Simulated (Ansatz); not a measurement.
**Ligand exchange: GeHF3 + C3H5F → GeH2F2 + C3H4F2**

Species: GeHF3 `[F][GeH]([F])[F]`, singlet; C3H5F `C/C=C/F`, singlet; GeH2F2 (difluorogermane) `[F][GeH2][F]`, singlet; C3H4F2 `F/C=C\CF`, singlet. The partners trade F for H: Ge–F and C–H bonds give way to Ge–H and C–F.

Shapes, held fixed at every level: PBE0-D4/def2-TZVP. Flexible molecules stand in one conformer, not always the lowest. Programs: Ansatz 0.2.0. The zero-point and thermal change to 298 K, harmonic and unscaled (PBE0-D4/def2-TZVP), is -3.8 kJ/mol.

```json
{"level": "HF/def2-SVP", "kind": "Hartree–Fock", "ΔH(298 K) (kJ/mol)": "+134.4", "less CCSD(T)/def2-TZVPP": "-19.7"}
{"level": "HF/def2-TZVPP", "kind": "Hartree–Fock", "ΔH(298 K) (kJ/mol)": "+149.8", "less CCSD(T)/def2-TZVPP": "-4.3"}
{"level": "B3LYP-D4/def2-TZVPP", "kind": "global hybrid", "ΔH(298 K) (kJ/mol)": "+144.1", "less CCSD(T)/def2-TZVPP": "-10.0"}
{"level": "BHLYP-D4/def2-TZVPP", "kind": "global hybrid", "ΔH(298 K) (kJ/mol)": "+147.7", "less CCSD(T)/def2-TZVPP": "-6.4"}
{"level": "PBE0-D4/def2-TZVPP", "kind": "global hybrid", "ΔH(298 K) (kJ/mol)": "+144.9", "less CCSD(T)/def2-TZVPP": "-9.2"}
{"level": "B2PLYP/def2-TZVPP", "kind": "double hybrid", "ΔH(298 K) (kJ/mol)": "+151.7", "less CCSD(T)/def2-TZVPP": "-2.4"}
{"level": "CCSD/def2-SVP", "kind": "coupled cluster or CI", "ΔH(298 K) (kJ/mol)": "+146.7", "less CCSD(T)/def2-TZVPP": "-7.4"}
{"level": "CCSD(T)/def2-TZVPP", "kind": "coupled cluster or CI", "ΔH(298 K) (kJ/mol)": "+154.1", "less CCSD(T)/def2-TZVPP": "0.0"}
```

The highest level, CCSD(T)/def2-TZVPP, gives ΔH(298 K) = +154.1 kJ/mol; the levels span +134.4 to +154.1. The column of differences is taken from that level and isn't an error. No measured value is set beside it here. Relativity is left out for Ge unless named. Correlated rows may include outer-core shells of Ge, which these sets cover unevenly.

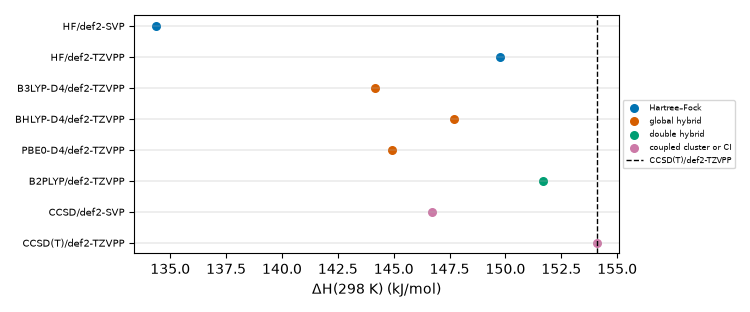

The values of the table, level by level.
